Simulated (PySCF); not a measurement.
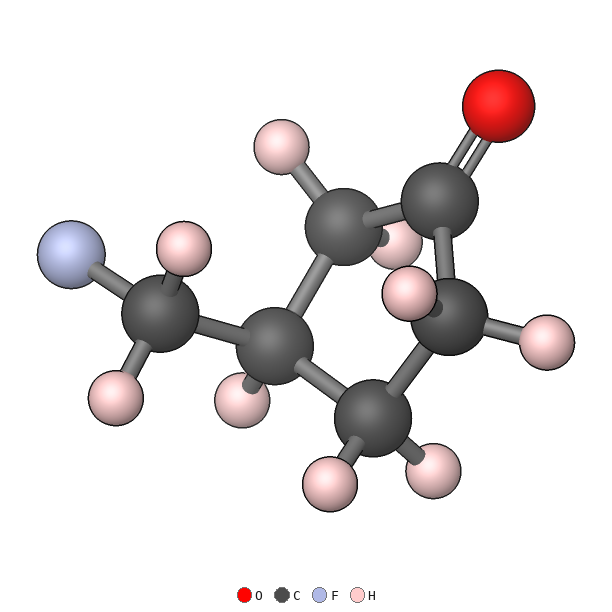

The picture shows a molecular structure as a ball-and-stick model. Multiple sticks mark multiple bonds (one Kekulé form).

The computed structure is the end point of a GFN2-xTB optimisation. No frequency run is at hand to confirm it as a minimum.

Question: Count the atoms of each element.

Answer: C6H9FO, 17 atoms: 6 carbon, 9 hydrogen, 1 fluorine and 1 oxygen.

Question: Does it have rings?

Answer: Independent rings (smallest set): 1 of 5 members.

Question: Give a SMILES string for it.

Answer: O=C1CC[C@@H](CF)C1

More results for the same structure follow; atom numbers are the same in all pictures, views and colours differ.

**Geometry**

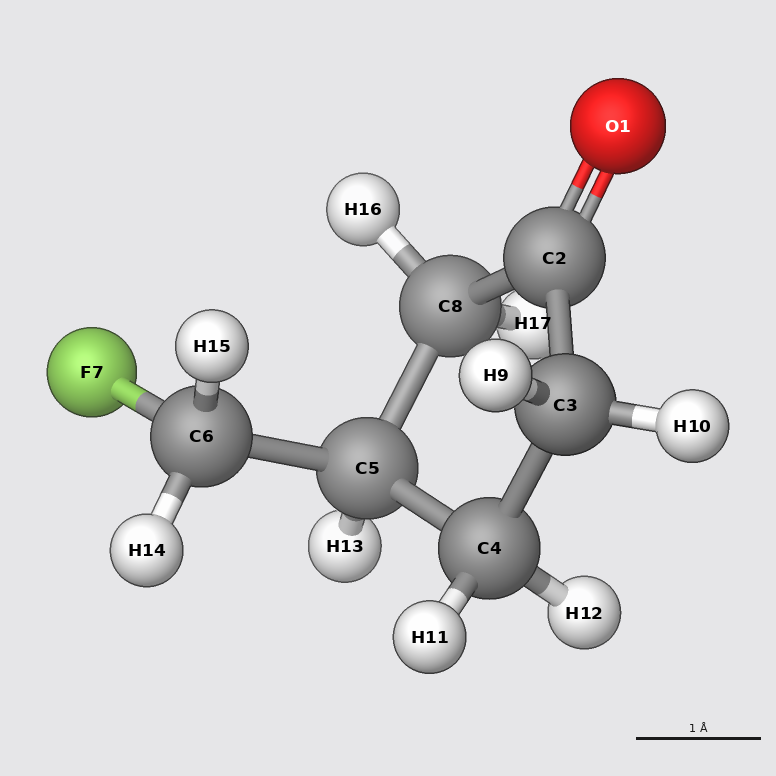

No frequency run is at hand to confirm it as a minimum.

Question: What is the geometry at C4?

Answer: C4 has 4 neighbours (C3 at 1.53, C5 at 1.54, H11 at 1.09, H12 at 1.09 Å); the arrangement is tetrahedral.

Question: How are the neighbours of atom 3 arranged?

Answer: C3 has 4 neighbours (C2 at 1.52, C4 at 1.53, H9 at 1.09, H10 at 1.09 Å); the arrangement is tetrahedral.

Question: What is the geometry at C2?

Answer: C2 has 3 neighbours (O1 at 1.20, C3 at 1.52, C8 at 1.51 Å); the arrangement is trigonal planar.

Question: How are the neighbours of atom 6 arranged?

Answer: C6 has 4 neighbours (C5 at 1.53, F7 at 1.37, H14 at 1.10, H15 at 1.09 Å); the arrangement is tetrahedral.

Question: What is the dihedral angle O1–C2–C3–C4?

Answer: 171° in size, that is anti.

**Polarisability**

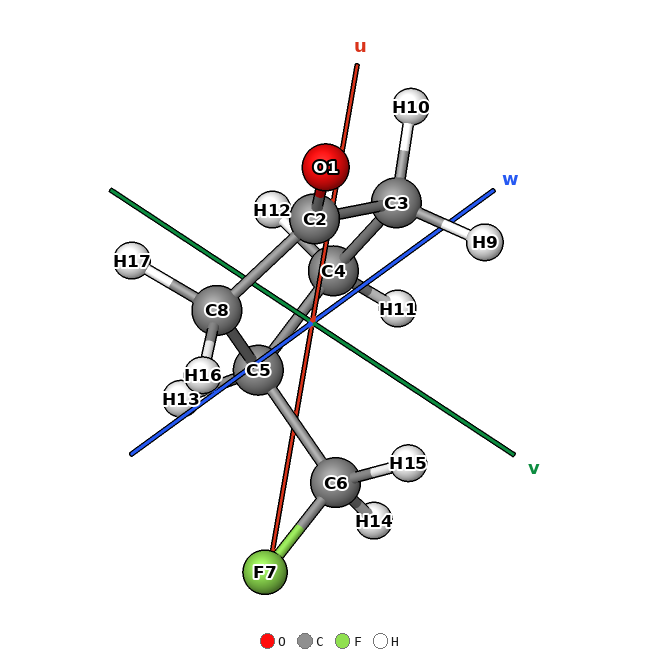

The lines u, v and w are the principal axes of the static dipole polarisability. No frequency run is at hand to confirm it as a minimum. Computed with PBE0/def2-SVPD (PySCF 2.14.0).

Question: Along which axis is the molecule most polarisable, and along which least?

Answer: Most along u (close to the long direction O1···F7), least along v.

Question: Give the three principal values.

Answer: u 77.8, v 61.8, w 71.8 bohr³; mean 70.5, anisotropy 14.0 bohr³.

**Ring current**

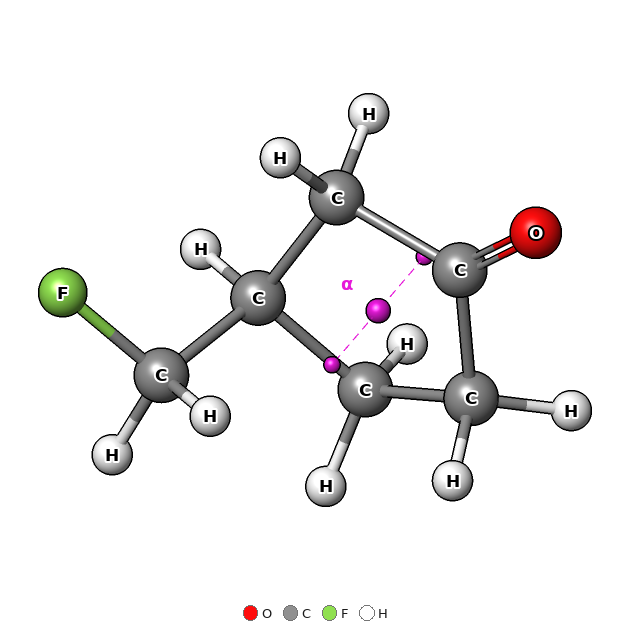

The small points mark where nucleus-independent chemical shifts (NICS) were computed: at the centre of each lettered ring and 1 Å above and below it. No frequency run is at hand to confirm it as a minimum. Properties computed with GIAO PBE0/pcSseg-1 NMR shielding, non-relativistic, gas phase (PySCF 2.14.0).

Give NICS(0), NICS(1) and the out-of-plane component NICS(1)zz for each ring (means of the two sides).

```
ring  members  NICS(0)  NICS(1)  NICS(1)zz
   α       C5      0.7     −2.3       −3.6
```

Values in ppm.

Question: What do the values say about the ring currents?

Answer: Ring α: weak, as in a non-aromatic ring. NICS is one index among several.

**Quadrupole coupling**

No frequency run is at hand to confirm it as a minimum. Electric field gradients from the ground-state density, PBE0/pcSseg-1 (PySCF 2.14.0), non-relativistic apart from any core potentials.

Give the largest field-gradient component, the quadrupole coupling constant and the asymmetry for 17O at O1 (Q = −25.6 mb), 2H at H9 (Q = 2.86 mb), 2H at H10 (Q = 2.86 mb).

| atom | V_zz (a.u.) | e²qQ/h (MHz) | η |
| --- | --- | --- | --- |
| O1 | −1.943 | 11.69 | 0.49 |
| H9 | 0.306 | 0.206 | 0.01 |
| H10 | 0.310 | 0.208 | 0.01 |

**Charges**

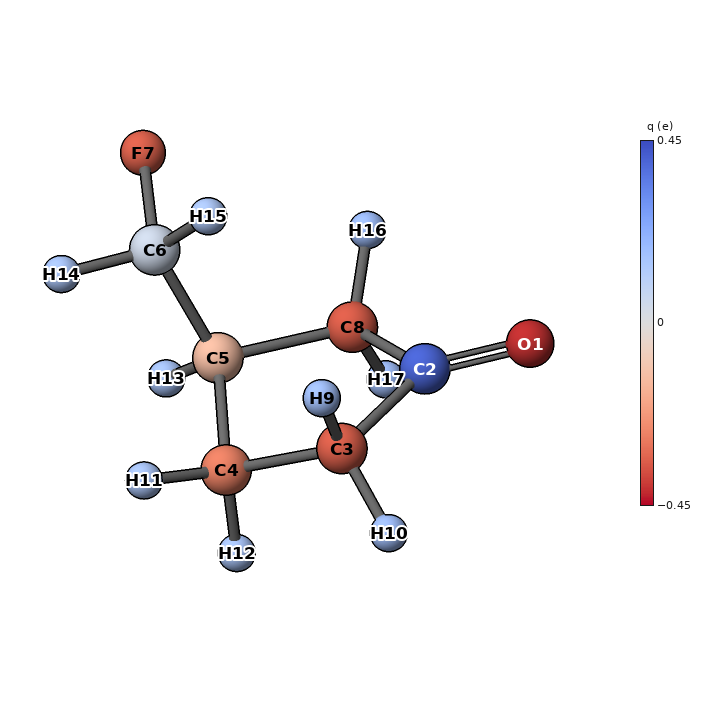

Atoms are coloured by their IAO charges. No frequency run is at hand to confirm it as a minimum. Level of theory: PBE0/pcSseg-1, gas phase (PySCF 2.14.0).

List the IAO charges.

```csv
atom,value (e)
O1,−0.40
C2,0.39
C3,−0.33
C4,−0.27
C5,−0.13
C6,0.04
F7,−0.33
C8,−0.33
H9,0.16
H10,0.17
H11,0.14
H12,0.14
H13,0.14
H14,0.14
H15,0.13
H16,0.17
H17,0.17
```
